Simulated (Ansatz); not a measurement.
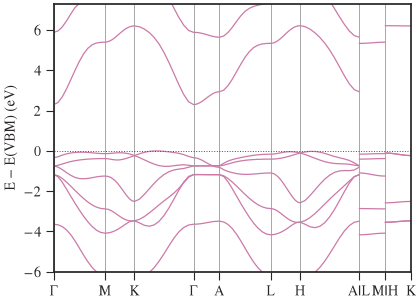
Figure. Band structure from PBE (plane waves, PAW; program Ansatz)

Read off the gap and where the band edges lie.

About 2.3 eV (2.30 eV by a search for the band edges); maximum on the K–Γ line, 38 % of the way from K, minimum at Γ.

The material is SnO2 (CdI2 type, P-3m1).

A made-up cell: these elements were put on the sites of a structure type; neither database checked (COD, Materials Project) lists it. It is not the phase usual at ambient conditions (space group No. 136). The PBE relaxation kept the symmetry of its start; whether a distortion lowers the energy is not shown. A crystal of weakly bound layers computed without a dispersion correction: the cell and the soft elastic constants depend strongly on that. Spin–orbit coupling is left out wherever it is not named.

Potentials: the later of the program's two PAW sets.
